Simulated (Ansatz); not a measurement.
A series of calculations on C5H8

### Relaxation

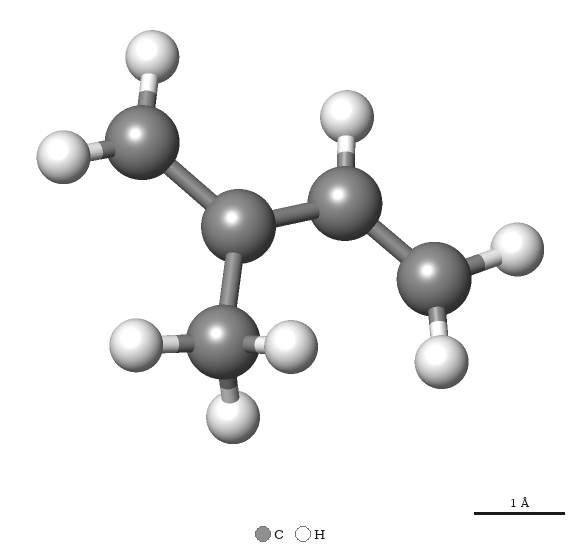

Starting structure of C$_{5}$H$_{8}$. The picture is a ball-and-stick view, seen at a tilt.

The run prepares an end point of a later path (hydrogen shift) calculation, from a guessed geometry.

All numbers below come from Ansatz, RKS BLYP/def2-mTZVP.

The input:
```yaml
crystal:
  periodic: [false, false, false]
  atoms:
    - { symbol: C, position_ang: [-1.925, 0.0146, -0.4091] }
    - { symbol: C, position_ang: [-0.9886, 0.4846, 0.3737] }
    - { symbol: C, position_ang: [0.3869, 0.1256, 0.257] }
    - { symbol: C, position_ang: [1.3814, 0.6425, 1.1385] }
    - { symbol: C, position_ang: [0.8658, -0.8267, -0.8322] }
    - { symbol: H, position_ang: [-2.9926, 0.4112, -0.2554] }
    - { symbol: H, position_ang: [-1.7852, -0.6212, -1.2434] }
    - { symbol: H, position_ang: [-1.212, 1.1908, 1.1719] }
    - { symbol: H, position_ang: [1.0187, 1.3312, 1.9764] }
    - { symbol: H, position_ang: [2.3638, 0.379, 1.1114] }
    - { symbol: H, position_ang: [1.9328, -1.0065, -0.7564] }
    - { symbol: H, position_ang: [0.6601, -0.3976, -1.787] }
    - { symbol: H, position_ang: [0.3144, -1.7622, -0.7307] }
basis:
  gaussian: { orbitals: def2-mTZVP }
hamiltonian:
  xc: blyp
relax:
  f_tol: 0.02
  max_steps: 50
```

Run as
```bash
ansatz run input.yaml --threads 2 --pin off --max-ram 3072MiB --backend cpu --events-out ev --progress --plain --runs-dir out
```

### Where does the relaxation end?

After 5 geometry steps the energy has fallen by 11.6 kcal/mol. Largest force component: 5.9 eV/Å at the start, 0.017 eV/Å at the end. The atom that moves furthest after the best rigid fit is C1 (0.077 Å). By element the largest moves are C 0.077 Å, H 0.054 Å. Among the contacts that change: C3–C4 1.426 → 1.351 Å, C4–H10 1.017 → 1.090 Å, C1–H6 1.149 → 1.089 Å, C4–H9 1.144 → 1.091 Å. Among the angles between lasting bonds that change: C3–C4–H9 116.7° → 121.6°, C4–C3–C5 116.7° → 121.3°, C2–C1–H6 117.5° → 121.2°.

The structure at the end:

```xyz
13

C    -1.9763    0.0709   -0.4187
C    -0.9797    0.4949    0.3807
C     0.4403    0.1270    0.2808
C     1.3302    0.6391    1.1594
C     0.8756   -0.8247   -0.8162
H    -3.0027    0.4023   -0.2662
H    -1.8121   -0.6159   -1.2484
H    -1.2244    1.1839    1.1947
H     1.0231    1.3229    1.9516
H     2.3906    0.3924    1.1161
H     1.9546   -1.0129   -0.7720
H     0.6420   -0.4223   -1.8131
H     0.3591   -1.7922   -0.7339
```

The end point in the same view:

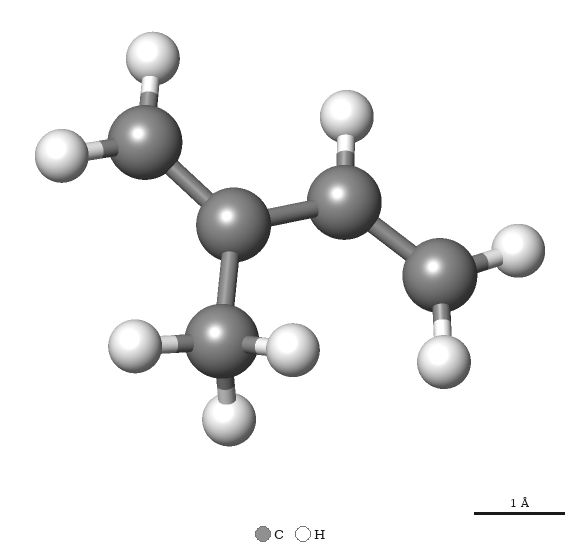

### Relaxation

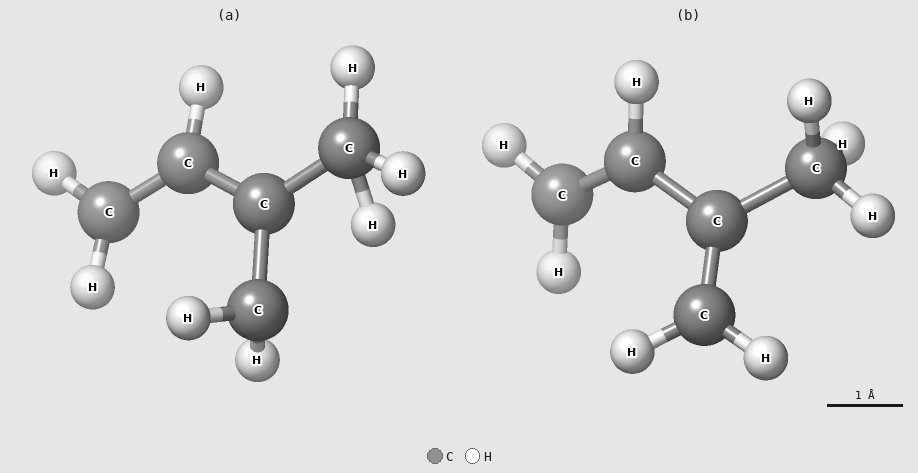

The structure of C₅H₈ before (left) and after (right) a relaxation, at one scale.

The picture is a ball-and-stick view, seen at a tilt.

The run prepares an end point of a later path (hydrogen shift) calculation, from a guessed geometry.

Method: Ansatz 0.2.0, RKS BLYP/def2-mTZVP.

The input:
```yaml
crystal:
  periodic: [false, false, false]
  atoms:
    - { symbol: C, position_ang: [-1.925, 0.0146, -0.4091] }
    - { symbol: C, position_ang: [-0.9886, 0.4846, 0.3737] }
    - { symbol: C, position_ang: [0.3869, 0.1256, 0.257] }
    - { symbol: C, position_ang: [1.3814, 0.6425, 1.1385] }
    - { symbol: C, position_ang: [0.8658, -0.8267, -0.8322] }
    - { symbol: H, position_ang: [-2.9926, 0.4112, -0.2554] }
    - { symbol: H, position_ang: [-1.7852, -0.6212, -1.2434] }
    - { symbol: H, position_ang: [-1.212, 1.1908, 1.1719] }
    - { symbol: H, position_ang: [1.0187, 1.3312, 1.9764] }
    - { symbol: H, position_ang: [2.3638, 0.379, 1.1114] }
    - { symbol: H, position_ang: [1.84946, 0.5368, 0.1598] }
    - { symbol: H, position_ang: [0.6601, -0.3976, -1.787] }
    - { symbol: H, position_ang: [0.3144, -1.7622, -0.7307] }
basis:
  gaussian: { orbitals: def2-mTZVP }
hamiltonian:
  xc: blyp
relax:
  f_tol: 0.02
  max_steps: 50
output:
  orbitals: {}
```

Command:
```bash
ansatz run input.yaml --threads 2 --pin off --max-ram 3072MiB --backend cpu --events-out ev --progress --plain --runs-dir out
```

**What changed between the two?**

H9 moves most after the best rigid fit: 1.40 Å. By element the largest moves are H 1.40 Å, C 0.37 Å. Some distances before and after: C3–C5 1.524 → 1.347 Å, C3–C4 1.426 → 1.518 Å, C4–H10 1.017 → 1.102 Å, C1–H6 1.149 → 1.090 Å. Bond angles that change, for instance: H10–C4–H11 62.4° → 108.0°, H9–C4–H11 148.5° → 108.3°, C3–C4–H11 73.1° → 111.7°. Groups turn about C2–C3 by about 35°. Over 19 geometry steps the energy falls by 6.306 eV. The largest force component goes from 6 to 0.016 eV/Å.

### Path

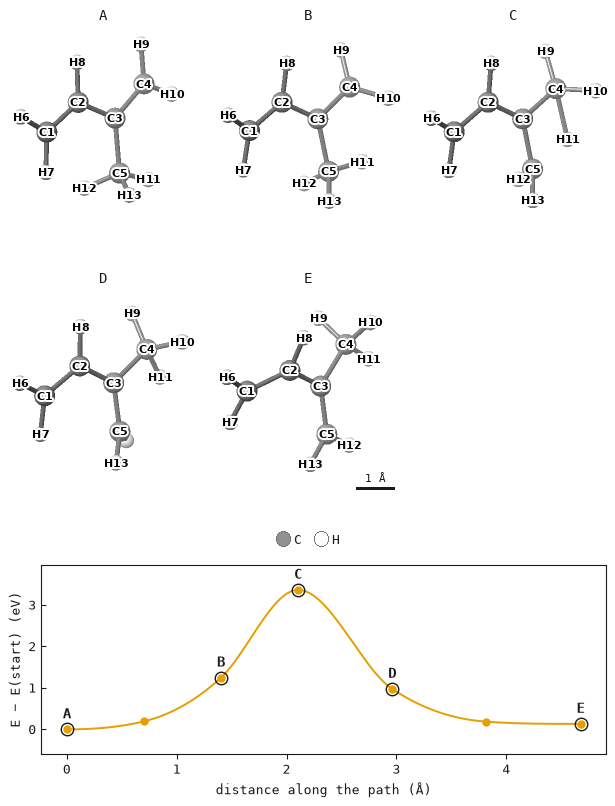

A nudged-elastic-band calculation for C₅H₈. Images are numbered from 0 (start) to 6 (end). Frames A to E are images 0, 2, 3, 4, 6. Style: ball-and-stick. Shown from a free direction.

All numbers below come from RKS BLYP/def2-mTZVP in Ansatz. Settings: 5 movable images; climbing image; force threshold 0.05 eV/Å; iteration limit 60; starting path through a guess of the saddle point.

> What happens along the path, and what is the barrier?

A hydrogen atom shifts from one atom to another. Breaking: C5–H11 (1.10 → 1.50 at the top → 2.64 Å). Forming: C4–H11 (2.62 → 1.49 at the top → 1.10 Å). The energy climbs by 3.36 eV to image 3 and then falls by 3.23 eV, so the end point sits at +0.13 eV. The band converged in 15 iterations. The largest component of the band force went from 24 to 0.036 eV/Å. The climbing image converged on the top of the path. Its vibrational analysis gives one imaginary mode (1812i cm⁻¹), as a transition state must have.
